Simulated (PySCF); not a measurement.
# CF (SMILES [C]F) at UHF/pcseg-0

Aim: the vertical doublet–quartet gap of CF at UHF/pcseg-0, from 2 runs. Input form: a Python script.

The calculation is run with PySCF 2.14.0.

8 further runs of the same task are left out: 3 that didn't finish, 5 set aside as unsound or not needed.

### 1 The molecule

The species is CF (2 atoms), meant as a doublet with charge 0. As SMILES, `[C]F`. The coordinates come from a GFN2-xTB relaxation.

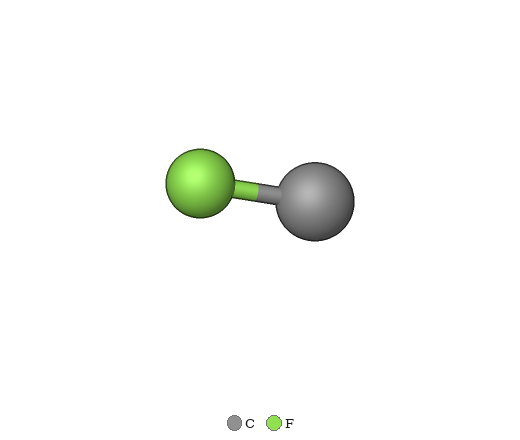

The structure, seen from a chosen angle (carbon grey, fluorine green).

### 2 The stability of the SCF solution at UHF/pcseg-0

mol.xyz reads:

```xyz
2
CF
C      0.000000     0.000000     0.000000
F      0.000000     0.000000     1.274400
```

job.py reads:

```python
# CF
from pyscf import gto

mol = gto.M(
    atom='mol.xyz',
    charge=0,
    verbose=4,
    basis='pcseg-0',
    max_memory=1860,
    spin=1,
)

myscf = mol.UHF()
myscf.max_cycle = 100
myscf = myscf.newton()
myscf.kernel()

energy = myscf.e_tot
print('E(%s) = %.9f' % ('HF', energy))
mo_i, mo_e, stable_i, stable_e = myscf.stability(internal=True, external=True, return_status=True)
print('stable: internal', stable_i, 'external', stable_e)
```

Launch:

```
OMP_NUM_THREADS=1 python job.py
```

What it wrote:

```text
PySCF version 2.14.0

[INPUT] num. atoms = 2
[INPUT] num. electrons = 15
[INPUT] charge = 0
[INPUT] spin (= nelec alpha-beta = 2S) = 1
[INPUT] symmetry False subgroup None
[INPUT] Mole.unit = angstrom
[INPUT] Symbol           X                Y                Z      unit          X                Y                Z       unit  Magmom
[INPUT]  1 C      0.000000000000   0.000000000000   0.000000000000 AA    0.000000000000   0.000000000000   0.000000000000 Bohr   0.0
[INPUT]  2 F      0.000000000000   0.000000000000   1.274400000000 AA    0.000000000000   0.000000000000   2.408266973146 Bohr   0.0

nuclear repulsion = 22.4227631745763
number of shells = 4
number of NR pGTOs = 30
number of NR cGTOs = 18
basis = pcseg-0
ecp = {}

******** <class 'pyscf.soscf.newton_ah.SecondOrderUHF'> ********
method = SecondOrderUHF
initial guess = minao
damping factor = 0
level_shift factor = 0
DIIS = <class 'pyscf.scf.diis.CDIIS'>
diis_start_cycle = 1
diis_space = 8
diis_damp = 0
SCF conv_tol = 1e-09
SCF conv_tol_grad = None
SCF max_cycles = 100
direct_scf = True
direct_scf_tol = 1e-13
number electrons alpha = 8  beta = 7
******** <class 'pyscf.scf.uhf.UHF'> Newton solver flags ********
SCF tol = 1e-09
conv_tol_grad = None
max. SCF cycles = 100
direct_scf = True
direct_scf_tol = 1e-13
max_cycle_inner = 12
max_stepsize = 0.05
ah_start_tol = 1e+09
ah_level_shift = 0
ah_conv_tol = 1e-12
ah_lindep = 1e-14
ah_start_cycle = 1
ah_max_cycle = 40
ah_grad_trust_region = 2.5
kf_interval = 4
kf_trust_region = 5
canonicalization = True
Set conv_tol_grad to 3.16228e-05

[... the frontier-level lines of each cycle are left out ...]


Initial guess E= -136.726431386565  |g|= 0.25499
macro= 0  E= -136.766822077473  delta_E= -0.0403907  |g|= 0.0202456  3 KF 9 JK
macro= 1  E= -136.766826952994  delta_E= -4.87552e-06  |g|= 0.000206539  2 KF 7 JK
macro= 2  E= -136.766826952994  delta_E= -5.68434e-14  |g|= 8.21378e-06  1 KF 2 JK
Canonicalize SCF orbitals
macro X = 3  E=-136.766826952994  |g|= 8.21378e-06  total 7 KF 22 JK
converged SCF energy = -136.766826952994  <S^2> = 0.75531796  2S+1 = 2.0053109
E(HF) = -136.766826953
uhf_internal: lowest eigs of H = [3.54811291e-07 1.04136127e-01 4.65009874e-01]
<class 'pyscf.soscf.newton_ah.SecondOrderUHF'> wavefunction is stable in the internal stability analysis
uhf_real2complex: lowest eigs of H = [0.00075323 0.19695624 0.23197453]
<class 'pyscf.soscf.newton_ah.SecondOrderUHF'> wavefunction is stable in the real -> complex stability analysis
uhf_external: lowest eigs of H = [6.91214628e-06 6.88973170e-03 3.71908292e-02]
<class 'pyscf.soscf.newton_ah.SecondOrderUHF'> wavefunction is stable in the UHF/UKS -> GHF/GKS stability analysis
stable: internal True external True
```

It took 0.6 s on 1 thread of Arm Neoverse V2, shared host; peak memory 0.12 GiB.

### 3 The quartet at the same level

input.xyz reads:

```xyz
2

C      0.000000     0.000000     0.000000
F      0.000000     0.000000     1.274400
```

job.py reads:

```python
from pyscf import gto, scf

molecule = gto.M(
    atom='input.xyz',
    max_memory=1860,
    spin=3,
    verbose=4,
    basis='pcseg-0',
)

myscf = scf.UHF(molecule)
myscf.max_cycle = 100
myscf.kernel()
if not myscf.converged:
    myscf = myscf.newton().run(myscf.mo_coeff, myscf.mo_occ)

e_tot = myscf.e_tot
print('E = %.10f Eh' % e_tot)
mo_i, mo_e, stable_i, stable_e = myscf.stability(internal=True, external=True, return_status=True)
print('stable: internal', stable_i, 'external', stable_e)
```

Launch:

```
OMP_NUM_THREADS=1 python job.py
```

What it wrote:

```text
PySCF version 2.14.0

[INPUT] num. atoms = 2
[INPUT] num. electrons = 15
[INPUT] charge = 0
[INPUT] spin (= nelec alpha-beta = 2S) = 3
[INPUT] symmetry False subgroup None
[INPUT] Mole.unit = angstrom
[INPUT] Symbol           X                Y                Z      unit          X                Y                Z       unit  Magmom
[INPUT]  1 C      0.000000000000   0.000000000000   0.000000000000 AA    0.000000000000   0.000000000000   0.000000000000 Bohr   0.0
[INPUT]  2 F      0.000000000000   0.000000000000   1.274400000000 AA    0.000000000000   0.000000000000   2.408266973146 Bohr   0.0

nuclear repulsion = 22.4227631745763
number of shells = 4
number of NR pGTOs = 30
number of NR cGTOs = 18
basis = pcseg-0
ecp = {}

[... 20 lines left out ...]
WARN: HOMO 0.00969217308932637 >= LUMO -0.412499085786193
[... 42 lines left out ...]
converged SCF energy = -136.686830879167  <S^2> = 3.754594  2S+1 = 4.0022964
[... 7 lines left out ...]
stable: internal True external False
```

Run time: 0.62 s. Hardware: 1 thread of Arm Neoverse V2, shared host; peak memory 0.12 GiB.

### 4 Summary of results

At UHF/pcseg-0:

| quantity | value |
| --- | --- |
| doublet: total energy | -136.76683 Eh |
| doublet: dipole moment | 0.09 D |
| doublet: HOMO energy (highest over α and β) | -10.96 eV |
| doublet: LUMO energy (lowest over α and β) | 1.80 eV |
| doublet: ⟨S²⟩ | 0.755 |
| quartet: total energy | -136.68683 Eh |
| quartet: dipole moment | 1.51 D |
| quartet: HOMO energy (highest over α and β) | -11.62 eV |
| quartet: LUMO energy (lowest over α and β) | -0.21 eV |
| quartet: ⟨S²⟩ | 3.755 |
| vertical energy of the quartet above the doublet | 2.177 eV |

At this shape the quartet lies 2.18 eV (50 kcal/mol) above the doublet.
